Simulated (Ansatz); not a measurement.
**BGeH₄ (doublet): PBE, r2SCAN, PBE0, B3LYP over vertical spin and charge gaps and displaced geometries, cc-pVDZ**

Aim: run BGeH₄ (doublet) with these functionals over vertical spin and charge gaps and displaced geometries, and hold them against the top wave-function level at the same points.

Method: cc-pVDZ, all electrons in the functionals; program: Ansatz 0.2.0, Gaussian basis.

The runs, in order: PBE, r2SCAN, PBE0, B3LYP, at charge 0, doublet; charge 0, quartet; charge 1, singlet; charge 1, triplet; displaced geometry v1; displaced geometry v2.

23 further runs of the same task are left out: 6 that didn't finish, 17 set aside as unsound or not needed. Runs told in other sessions of the task aren't counted.

## (1) The system

The geometry is a PBE0/def2-TZVP stationary point (not a proven minimum). No spin-orbit coupling is included. The filled d shell of Ge may be among the frozen orbitals whatever the setting's name suggests.

6 atoms, charge 0, spin multiplicity 2.

Atoms are counted from 1 here; the program's logs count them from 0.

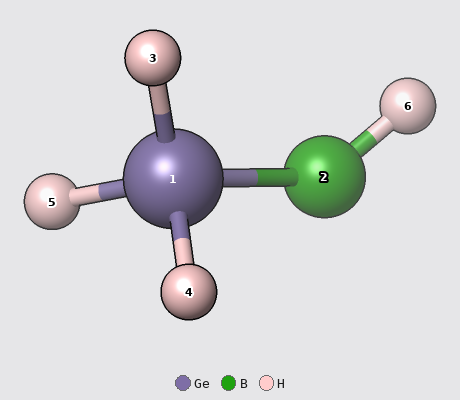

The structure; germanium purple, boron green, hydrogen pink; atoms are numbered from 1 in the order of the file.

No dispersion term is added. B3LYP takes the VWN-RPA correlation.

The geometry shown and the zero of energy belong to the point charge 0, doublet. The yardstick, UCCSDT(Q), and other wave-function levels (R restricted, U unrestricted, valence and pair active spaces) come from earlier runs.

## (2) PBE, charge 0, doublet

in.yaml

```yaml
crystal:
  periodic: [false, false, false]
  atoms:
    - {symbol: Ge, position_ang: [0.000000, 0.014664, 0.265904]}
    - {symbol: B, position_ang: [0.000000, -0.153562, -1.762462]}
    - {symbol: H, position_ang: [0.000000, 1.450275, 0.833026]}
    - {symbol: H, position_ang: [1.242710, -0.713048, 0.809866]}
    - {symbol: H, position_ang: [-1.242710, -0.713048, 0.809866]}
    - {symbol: H, position_ang: [0.000000, 0.566075, -2.711984]}
basis:
  gaussian: {orbitals: cc-pVDZ}
magnetization: {spin_polarized: true, initial_magnetization: 1}
hamiltonian: {xc: {name: PBE}}
output: {orbitals: {seedname: orbitals}}
```

On the command line:

```
ansatz run in.yaml --threads 1 --pin off --events-out ev --progress --plain --max-ram 2393MiB
```

Log (excerpt; [...] marks lines left out):

```text
Functional definition: PBE
  name "PBE"
  cite "Perdew, Burke & Ernzerhof, Phys. Rev. Lett. 77, 3865 (1996) doi:10.1103/PhysRevLett.77.3865"
  parent pbe
[...]
761 factors; their error is unknown
[...]
mean field -57245.41217925 eV, -2103.7300952532 hartree, gradient 2.9e-5 eV, S^2 0.752814; 4 other end points of the search recorded, 0 dependent functions left out
reference -57245.41221468 eV, -2103.7300965554 hartree; 21, 20 occupied and 40, 41 virtual orbitals, 761 factors
Total energy: -57245.41221468 eV, -2103.7300965554 hartree
```

Run time: 4.5 s. Hardware: 1 thread of Arm Neoverse V1, shared host.

From the report: ⟨S²⟩ of the determinant 0.753 (pure doublet: 0.75).

## (3) PBE, charge 0, quartet

Edit in.yaml of step 2 so:

```diff
@@ -11,3 +11,3 @@
   gaussian: {orbitals: cc-pVDZ}
-magnetization: {spin_polarized: true, initial_magnetization: 1}
+magnetization: {spin_polarized: true, initial_magnetization: 3}
 hamiltonian: {xc: {name: PBE}}
```

The command is unchanged.

Log (excerpt; [...] marks lines left out):

```text
Functional definition: PBE
  name "PBE"
  cite "Perdew, Burke & Ernzerhof, Phys. Rev. Lett. 77, 3865 (1996) doi:10.1103/PhysRevLett.77.3865"
  parent pbe
[...]
761 factors; their error is unknown
[...]
mean field -57241.85243314 eV, -2103.5992769966 hartree, gradient 3.4e-5 eV, S^2 3.754249; 4 other end points of the search recorded, 0 dependent functions left out
reference -57241.85246888 eV, -2103.5992783102 hartree; 22, 19 occupied and 39, 42 virtual orbitals, 761 factors
Total energy: -57241.85246888 eV, -2103.5992783102 hartree
```

It took 6.5 s on 1 thread of Arm Neoverse V1, shared host.

From the report: ⟨S²⟩ of the determinant 3.754 (pure quartet: 3.75).

From charge 0, doublet: +3.560 eV.

## (4) PBE, charge 1, singlet

Edit in.yaml of step 3 so:

```diff
@@ -11,3 +11,3 @@
   gaussian: {orbitals: cc-pVDZ}
-magnetization: {spin_polarized: true, initial_magnetization: 3}
+total_charge: 1
 hamiltonian: {xc: {name: PBE}}
```

The command is unchanged.

Log (excerpt; [...] marks lines left out):

```text
Functional definition: PBE
  name "PBE"
  cite "Perdew, Burke & Ernzerhof, Phys. Rev. Lett. 77, 3865 (1996) doi:10.1103/PhysRevLett.77.3865"
  parent pbe
[...]
761 factors; their error is unknown
[...]
mean field -57237.28354248 eV, -2103.4313733617 hartree, gradient 2.5e-5 eV, S^2 0.000000; 0 other end points of the search recorded, 0 dependent functions left out
reference -57237.28357551 eV, -2103.4313745758 hartree; 20, 20 occupied and 41, 41 virtual orbitals, 761 factors
Total energy: -57237.28357551 eV, -2103.4313745758 hartree
```

Wall time 0.96 s (1 thread of Arm Neoverse V1, shared host).

From charge 0, doublet: +8.129 eV.

## (5) PBE, charge 1, triplet

Edit in.yaml of step 4 so:

```diff
@@ -12,2 +12,3 @@
 total_charge: 1
+magnetization: {spin_polarized: true, initial_magnetization: 2}
 hamiltonian: {xc: {name: PBE}}
```

Same command.

Log (excerpt; [...] marks lines left out):

```text
Functional definition: PBE
  name "PBE"
  cite "Perdew, Burke & Ernzerhof, Phys. Rev. Lett. 77, 3865 (1996) doi:10.1103/PhysRevLett.77.3865"
  parent pbe
[...]
761 factors; their error is unknown
[...]
mean field -57234.49009672 eV, -2103.3287161237 hartree, gradient 4.2e-6 eV, S^2 2.004029; 12 other end points of the search recorded, 0 dependent functions left out
reference -57234.49013054 eV, -2103.3287173666 hartree; 21, 19 occupied and 40, 42 virtual orbitals, 761 factors
Total energy: -57234.49013054 eV, -2103.3287173666 hartree
```

Wall time 12 s (1 thread of Arm Neoverse V1, shared host).

From the report: ⟨S²⟩ of the determinant 2.004 (pure triplet: 2.00).

From charge 0, doublet: +10.922 eV.

## (6) PBE, displaced geometry v1

in.yaml

```yaml
crystal:
  periodic: [false, false, false]
  atoms:
    - {symbol: Ge, position_ang: [0.001726, 0.016618, 0.269488]}
    - {symbol: B, position_ang: [0.000893, -0.167751, -1.770031]}
    - {symbol: H, position_ang: [0.048857, 1.495397, 0.782844]}
    - {symbol: H, position_ang: [1.188790, -0.730741, 0.789486]}
    - {symbol: H, position_ang: [-1.339014, -0.714561, 0.737997]}
    - {symbol: H, position_ang: [-0.032594, 0.551543, -2.746669]}
basis:
  gaussian: {orbitals: cc-pVDZ}
magnetization: {spin_polarized: true, initial_magnetization: 1}
hamiltonian: {xc: {name: PBE}}
output: {orbitals: {seedname: orbitals}}
```

Launched as before.

Log (excerpt; [...] marks lines left out):

```text
Functional definition: PBE
  name "PBE"
  cite "Perdew, Burke & Ernzerhof, Phys. Rev. Lett. 77, 3865 (1996) doi:10.1103/PhysRevLett.77.3865"
  parent pbe
[...]
761 factors; their error is unknown
[...]
mean field -57245.36850057 eV, -2103.7284900916 hartree, gradient 1.1e-5 eV, S^2 0.752815; 3 other end points of the search recorded, 0 dependent functions left out
reference -57245.36853491 eV, -2103.7284913535 hartree; 21, 20 occupied and 40, 41 virtual orbitals, 761 factors
Total energy: -57245.36853491 eV, -2103.7284913535 hartree
```

It took 2.8 s on 1 thread of Arm Neoverse V1, shared host.

From the report: ⟨S²⟩ of the determinant 0.753 (pure doublet: 0.75).

From charge 0, doublet: +0.044 eV.

## (7) PBE, displaced geometry v2

in.yaml

```yaml
crystal:
  periodic: [false, false, false]
  atoms:
    - {symbol: Ge, position_ang: [0.022406, 0.016856, 0.265837]}
    - {symbol: B, position_ang: [-0.142468, -0.142997, -1.750936]}
    - {symbol: H, position_ang: [-0.065848, 1.428417, 0.836372]}
    - {symbol: H, position_ang: [1.259971, -0.790176, 0.831426]}
    - {symbol: H, position_ang: [-1.328508, -0.809309, 0.728543]}
    - {symbol: H, position_ang: [0.047732, 0.490077, -2.774341]}
basis:
  gaussian: {orbitals: cc-pVDZ}
magnetization: {spin_polarized: true, initial_magnetization: 1}
hamiltonian: {xc: {name: PBE}}
output: {orbitals: {seedname: orbitals}}
```

Launched as before.

Log (excerpt; [...] marks lines left out):

```text
Functional definition: PBE
  name "PBE"
  cite "Perdew, Burke & Ernzerhof, Phys. Rev. Lett. 77, 3865 (1996) doi:10.1103/PhysRevLett.77.3865"
  parent pbe
[...]
761 factors; their error is unknown
[...]
mean field -57245.29165066 eV, -2103.7256659094 hartree, gradient 1.2e-5 eV, S^2 0.752817; 3 other end points of the search recorded, 0 dependent functions left out
reference -57245.29168545 eV, -2103.7256671879 hartree; 21, 20 occupied and 40, 41 virtual orbitals, 761 factors
Total energy: -57245.29168545 eV, -2103.7256671879 hartree
```

Wall time 3 s (1 thread of Arm Neoverse V1, shared host).

From the report: ⟨S²⟩ of the determinant 0.753 (pure doublet: 0.75).

From charge 0, doublet: +0.121 eV.

## (8) r2SCAN, charge 0, doublet

in.yaml

```yaml
crystal:
  periodic: [false, false, false]
  atoms:
    - {symbol: Ge, position_ang: [0.000000, 0.014664, 0.265904]}
    - {symbol: B, position_ang: [0.000000, -0.153562, -1.762462]}
    - {symbol: H, position_ang: [0.000000, 1.450275, 0.833026]}
    - {symbol: H, position_ang: [1.242710, -0.713048, 0.809866]}
    - {symbol: H, position_ang: [-1.242710, -0.713048, 0.809866]}
    - {symbol: H, position_ang: [0.000000, 0.566075, -2.711984]}
basis:
  gaussian: {orbitals: cc-pVDZ}
magnetization: {spin_polarized: true, initial_magnetization: 1}
hamiltonian: {xc: {name: r2SCAN}}
output: {forces: true}
```

Launched as before.

Log:

```text
Functional definition: r2SCAN
  name "r2SCAN"
  cite "Furness, Kaplan, Ning, Perdew & Sun, J. Phys. Chem. Lett. 11, 8208 (2020) doi:10.1021/acs.jpclett.0c02405"
  cite "Furness, Kaplan, Ning, Perdew & Sun, J. Phys. Chem. Lett. 11, 9248 (2020) doi:10.1021/acs.jpclett.0c03077"
  parent r2scan
  parameter k0 = 0.174
  parameter k1 = 0.065
  parameter a1 = 4.9479
  exchange = r2scan_x(k0 = k0, k1 = k1, a1 = a1)
  correlation = r2scan_c
761 factors; their error is unknown
mean field evaluation 1: about -57254.2153 eV, gradient 8.0e0 eV
mean field evaluation 2: about -57254.6758 eV, gradient 3.3e0 eV
mean field evaluation 4: about -57254.7604 eV, gradient 2.4e-1 eV
mean field evaluation 8: about -57254.7461 eV, gradient 1.5e-2 eV
mean field evaluation 16: about -57254.7461 eV, gradient 7.7e-5 eV
mean field evaluation 32: about -57254.0746 eV, gradient 7.0e-1 eV
mean field -57254.74612606 eV, -2104.0731114720 hartree, gradient 1.4e-5 eV, S^2 0.755125; 4 other end points of the search recorded, 0 dependent functions left out
the calculation of the forces begins
reference -57254.74613734 eV, -2104.0731118863 hartree; 21, 20 occupied and 40, 41 virtual orbitals, 761 factors
Total energy: -57254.74613734 eV, -2104.0731118863 hartree
Atom 0 at     0.000000     0.014664     0.265904 Å, force    -0.000000     0.035598    -0.112006 eV/Å
Atom 1 at     0.000000    -0.153562    -1.762462 Å, force     0.000000    -0.220042     0.284027 eV/Å
Atom 2 at     0.000000     1.450275     0.833026 Å, force     0.000000     0.011926     0.029301 eV/Å
Atom 3 at     1.242710    -0.713048     0.809866 Å, force    -0.000233    -0.015440     0.020591 eV/Å
Atom 4 at    -1.242710    -0.713048     0.809866 Å, force     0.000233    -0.015440     0.020591 eV/Å
Atom 5 at     0.000000     0.566075    -2.711984 Å, force    -0.000000     0.203398    -0.242504 eV/Å
Dipole moment:    -0.000000     0.072768    -0.020961 e Å
```

It took 13 s on 1 thread of Arm Neoverse V1, shared host.

From the report: ⟨S²⟩ of the determinant 0.755 (pure doublet: 0.75).

## (9) r2SCAN, charge 0, quartet

Edit in.yaml of step 8 so:

```diff
@@ -11,3 +11,3 @@
   gaussian: {orbitals: cc-pVDZ}
-magnetization: {spin_polarized: true, initial_magnetization: 1}
+magnetization: {spin_polarized: true, initial_magnetization: 3}
 hamiltonian: {xc: {name: r2SCAN}}
```

Same command.

Log:

```text
Functional definition: r2SCAN
  name "r2SCAN"
  cite "Furness, Kaplan, Ning, Perdew & Sun, J. Phys. Chem. Lett. 11, 8208 (2020) doi:10.1021/acs.jpclett.0c02405"
  cite "Furness, Kaplan, Ning, Perdew & Sun, J. Phys. Chem. Lett. 11, 9248 (2020) doi:10.1021/acs.jpclett.0c03077"
  parent r2scan
  parameter k0 = 0.174
  parameter k1 = 0.065
  parameter a1 = 4.9479
  exchange = r2scan_x(k0 = k0, k1 = k1, a1 = a1)
  correlation = r2scan_c
761 factors; their error is unknown
mean field evaluation 1: about -57249.8217 eV, gradient 1.2e1 eV
mean field evaluation 2: about -57248.0977 eV, gradient 1.8e1 eV
mean field evaluation 4: about -57251.2043 eV, gradient 1.4e0 eV
mean field evaluation 8: about -57251.2304 eV, gradient 7.3e-2 eV
mean field evaluation 16: about -57251.2153 eV, gradient 1.5e-4 eV
mean field -57251.21529085 eV, -2103.9433556713 hartree, gradient 3.0e-5 eV, S^2 3.758743; 0 other end points of the search recorded, 0 dependent functions left out
the calculation of the forces begins
reference -57251.21530205 eV, -2103.9433560829 hartree; 22, 19 occupied and 39, 42 virtual orbitals, 761 factors
Total energy: -57251.21530205 eV, -2103.9433560829 hartree
Atom 0 at     0.000000     0.014664     0.265904 Å, force    -0.000000     1.030814     1.347107 eV/Å
Atom 1 at     0.000000    -0.153562    -1.762462 Å, force     0.000000    -1.887479    -0.802498 eV/Å
Atom 2 at     0.000000     1.450275     0.833026 Å, force     0.000000     0.116512    -0.020643 eV/Å
Atom 3 at     1.242710    -0.713048     0.809866 Å, force     0.319776    -0.167522    -0.271302 eV/Å
Atom 4 at    -1.242710    -0.713048     0.809866 Å, force    -0.319776    -0.167522    -0.271302 eV/Å
Atom 5 at     0.000000     0.566075    -2.711984 Å, force     0.000000     1.075198     0.018640 eV/Å
Dipole moment:     0.000000     0.098190     0.433172 e Å
```

Run time: 6.5 s. Hardware: 1 thread of Arm Neoverse V1, shared host.

From the report: ⟨S²⟩ of the determinant 3.759 (pure quartet: 3.75).

From charge 0, doublet: +3.531 eV.

## (10) r2SCAN, charge 1, singlet

Edit in.yaml of step 9 so:

```diff
@@ -11,3 +11,3 @@
   gaussian: {orbitals: cc-pVDZ}
-magnetization: {spin_polarized: true, initial_magnetization: 3}
+total_charge: 1
 hamiltonian: {xc: {name: r2SCAN}}
```

Same command.

Log (excerpt; [...] marks lines left out):

```text
Functional definition: r2SCAN
  name "r2SCAN"
  cite "Furness, Kaplan, Ning, Perdew & Sun, J. Phys. Chem. Lett. 11, 8208 (2020) doi:10.1021/acs.jpclett.0c02405"
  cite "Furness, Kaplan, Ning, Perdew & Sun, J. Phys. Chem. Lett. 11, 9248 (2020) doi:10.1021/acs.jpclett.0c03077"
  parent r2scan
[...]
761 factors; their error is unknown
[...]
Atom 2 at     0.000000     1.450275     0.833026 Å, force     0.000000     0.156709    -0.757147 eV/Å
Atom 3 at     1.242710    -0.713048     0.809866 Å, force    -0.023272    -0.029320    -0.198619 eV/Å
Atom 4 at    -1.242710    -0.713048     0.809866 Å, force     0.023272    -0.029320    -0.198619 eV/Å
Atom 5 at     0.000000     0.566075    -2.711984 Å, force    -0.000000    -0.854367    -0.935087 eV/Å
Dipole moment:    -0.000000    -0.056578    -0.987838 e Å
```

Run time: 2.9 s. Hardware: 1 thread of Arm Neoverse V1, shared host.

From charge 0, doublet: +8.338 eV.

## (11) r2SCAN, charge 1, triplet

Edit in.yaml of step 10 so:

```diff
@@ -12,3 +12,3 @@
 total_charge: 1
+magnetization: {spin_polarized: true, initial_magnetization: 2}
 hamiltonian: {xc: {name: r2SCAN}}
-output: {forces: true}
```

The command is unchanged.

Log (excerpt; [...] marks lines left out):

```text
Functional definition: r2SCAN
  name "r2SCAN"
  cite "Furness, Kaplan, Ning, Perdew & Sun, J. Phys. Chem. Lett. 11, 8208 (2020) doi:10.1021/acs.jpclett.0c02405"
  cite "Furness, Kaplan, Ning, Perdew & Sun, J. Phys. Chem. Lett. 11, 9248 (2020) doi:10.1021/acs.jpclett.0c03077"
  parent r2scan
[...]
761 factors; their error is unknown
[...]
mean field -57243.71930704 eV, -2103.6678833471 hartree, gradient 1.5e-5 eV, S^2 2.009721; 12 other end points of the search recorded, 0 dependent functions left out
reference -57243.71931835 eV, -2103.6678837629 hartree; 21, 19 occupied and 40, 42 virtual orbitals, 761 factors
Total energy: -57243.71931835 eV, -2103.6678837629 hartree
```

Run time: 29 s. Hardware: 1 thread of Arm Neoverse V1, shared host.

From the report: ⟨S²⟩ of the determinant 2.010 (pure triplet: 2.00).

From charge 0, doublet: +11.027 eV.

## (12) r2SCAN, displaced geometry v1

in.yaml

```yaml
crystal:
  periodic: [false, false, false]
  atoms:
    - {symbol: Ge, position_ang: [0.001726, 0.016618, 0.269488]}
    - {symbol: B, position_ang: [0.000893, -0.167751, -1.770031]}
    - {symbol: H, position_ang: [0.048857, 1.495397, 0.782844]}
    - {symbol: H, position_ang: [1.188790, -0.730741, 0.789486]}
    - {symbol: H, position_ang: [-1.339014, -0.714561, 0.737997]}
    - {symbol: H, position_ang: [-0.032594, 0.551543, -2.746669]}
basis:
  gaussian: {orbitals: cc-pVDZ}
magnetization: {spin_polarized: true, initial_magnetization: 1}
hamiltonian: {xc: {name: r2SCAN}}
```

Same command.

Log (excerpt; [...] marks lines left out):

```text
Functional definition: r2SCAN
  name "r2SCAN"
  cite "Furness, Kaplan, Ning, Perdew & Sun, J. Phys. Chem. Lett. 11, 8208 (2020) doi:10.1021/acs.jpclett.0c02405"
  cite "Furness, Kaplan, Ning, Perdew & Sun, J. Phys. Chem. Lett. 11, 9248 (2020) doi:10.1021/acs.jpclett.0c03077"
  parent r2scan
[...]
761 factors; their error is unknown
[...]
mean field -57254.68573111 eV, -2104.0708919984 hartree, gradient 3.7e-5 eV, S^2 0.755150; 3 other end points of the search recorded, 0 dependent functions left out
reference -57254.68574227 eV, -2104.0708924084 hartree; 21, 20 occupied and 40, 41 virtual orbitals, 761 factors
Total energy: -57254.68574227 eV, -2104.0708924084 hartree
```

It took 8 s on 1 thread of Arm Neoverse V1, shared host.

From the report: ⟨S²⟩ of the determinant 0.755 (pure doublet: 0.75).

From charge 0, doublet: +0.060 eV.

## (13) r2SCAN, displaced geometry v2

in.yaml

```yaml
crystal:
  periodic: [false, false, false]
  atoms:
    - {symbol: Ge, position_ang: [0.022406, 0.016856, 0.265837]}
    - {symbol: B, position_ang: [-0.142468, -0.142997, -1.750936]}
    - {symbol: H, position_ang: [-0.065848, 1.428417, 0.836372]}
    - {symbol: H, position_ang: [1.259971, -0.790176, 0.831426]}
    - {symbol: H, position_ang: [-1.328508, -0.809309, 0.728543]}
    - {symbol: H, position_ang: [0.047732, 0.490077, -2.774341]}
basis:
  gaussian: {orbitals: cc-pVDZ}
magnetization: {spin_polarized: true, initial_magnetization: 1}
hamiltonian: {xc: {name: r2SCAN}}
```

The command is unchanged.

Log (excerpt; [...] marks lines left out):

```text
Functional definition: r2SCAN
  name "r2SCAN"
  cite "Furness, Kaplan, Ning, Perdew & Sun, J. Phys. Chem. Lett. 11, 8208 (2020) doi:10.1021/acs.jpclett.0c02405"
  cite "Furness, Kaplan, Ning, Perdew & Sun, J. Phys. Chem. Lett. 11, 9248 (2020) doi:10.1021/acs.jpclett.0c03077"
  parent r2scan
[...]
761 factors; their error is unknown
[...]
mean field -57254.58338732 eV, -2104.0671309335 hartree, gradient 4.0e-5 eV, S^2 0.755112; 3 other end points of the search recorded, 0 dependent functions left out
reference -57254.58339847 eV, -2104.0671313432 hartree; 21, 20 occupied and 40, 41 virtual orbitals, 761 factors
Total energy: -57254.58339847 eV, -2104.0671313432 hartree
```

Run time: 8 s. Hardware: 1 thread of Arm Neoverse V1, shared host.

From the report: ⟨S²⟩ of the determinant 0.755 (pure doublet: 0.75).

From charge 0, doublet: +0.163 eV.

## (14) PBE0, charge 0, doublet

in.yaml

```yaml
crystal:
  periodic: [false, false, false]
  atoms:
    - {symbol: Ge, position_ang: [0.000000, 0.014664, 0.265904]}
    - {symbol: B, position_ang: [0.000000, -0.153562, -1.762462]}
    - {symbol: H, position_ang: [0.000000, 1.450275, 0.833026]}
    - {symbol: H, position_ang: [1.242710, -0.713048, 0.809866]}
    - {symbol: H, position_ang: [-1.242710, -0.713048, 0.809866]}
    - {symbol: H, position_ang: [0.000000, 0.566075, -2.711984]}
basis:
  gaussian: {orbitals: cc-pVDZ}
magnetization: {spin_polarized: true, initial_magnetization: 1}
hamiltonian: {xc: {name: PBE0}}
output: {forces: true, orbitals: {seedname: orbitals}}
```

Launched as before.

Log:

```text
Functional definition: PBE0
  name "PBE0"
  cite "Adamo & Barone, J. Chem. Phys. 110, 6158 (1999) doi:10.1063/1.478522"
  cite "Perdew, Burke & Ernzerhof, Phys. Rev. Lett. 77, 3865 (1996) doi:10.1103/PhysRevLett.77.3865"
  parent pbe
  parameter a = 0.25
  parameter kappa = 0.804
  parameter beta = 0.06672455060314922
  exchange = (1 - a)*pbe_x(kappa = kappa, mu = beta*pi^2/3) + a*exact_x
  correlation = pbe_c(beta = beta)
632 factors; integrals over basis functions are off by at most 8.2e-4 eV
mean field evaluation 1: about -57246.9530 eV, gradient 6.3e0 eV
mean field evaluation 2: about -57247.2602 eV, gradient 2.1e0 eV
mean field evaluation 4: about -57247.2922 eV, gradient 8.9e-1 eV
mean field evaluation 8: about -57247.3436 eV, gradient 3.9e-2 eV
mean field evaluation 16: about -57247.3436 eV, gradient 7.7e-5 eV
mean field -57247.34364713 eV, -2103.8010753889 hartree, gradient 1.5e-5 eV, S^2 0.753322; 1 other end points of the search recorded, 0 dependent functions left out
the calculation of the forces begins
reference -57247.34367385 eV, -2103.8010763706 hartree; 21, 20 occupied and 40, 41 virtual orbitals, 632 factors
Total energy: -57247.34367385 eV, -2103.8010763706 hartree
Atom 0 at     0.000000     0.014664     0.265904 Å, force     0.000000     0.021730    -0.027076 eV/Å
Atom 1 at     0.000000    -0.153562    -1.762462 Å, force    -0.000000    -0.216479     0.206045 eV/Å
Atom 2 at     0.000000     1.450275     0.833026 Å, force     0.000000     0.065033     0.027224 eV/Å
Atom 3 at     1.242710    -0.713048     0.809866 Å, force     0.054811    -0.037907     0.026591 eV/Å
Atom 4 at    -1.242710    -0.713048     0.809866 Å, force    -0.054811    -0.037907     0.026591 eV/Å
Atom 5 at     0.000000     0.566075    -2.711984 Å, force     0.000000     0.205529    -0.259375 eV/Å
Dipole moment:    -0.000000     0.082403    -0.025981 e Å
```

Wall time 3.9 s (1 thread of Arm Neoverse V1, shared host).

From the report: ⟨S²⟩ of the determinant 0.753 (pure doublet: 0.75).

(Part 1 of 2 ends here.)
